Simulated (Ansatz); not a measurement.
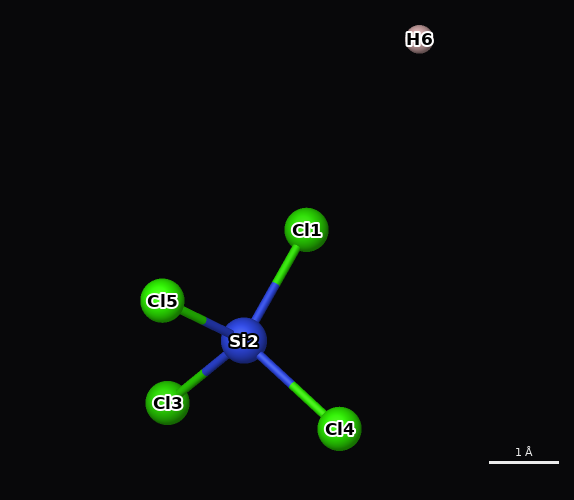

State: neutral, doublet. The geometry was computed by an optimisation with PBE0-D4/def2-TZVP. No frequency run is at hand to confirm it as a minimum.

Estimate the angles Cl1–Si2–Cl3, Cl3–Si2–Cl4.

```
      angle  degrees
Cl1–Si2–Cl3    109.5
Cl3–Si2–Cl4    109.5
```
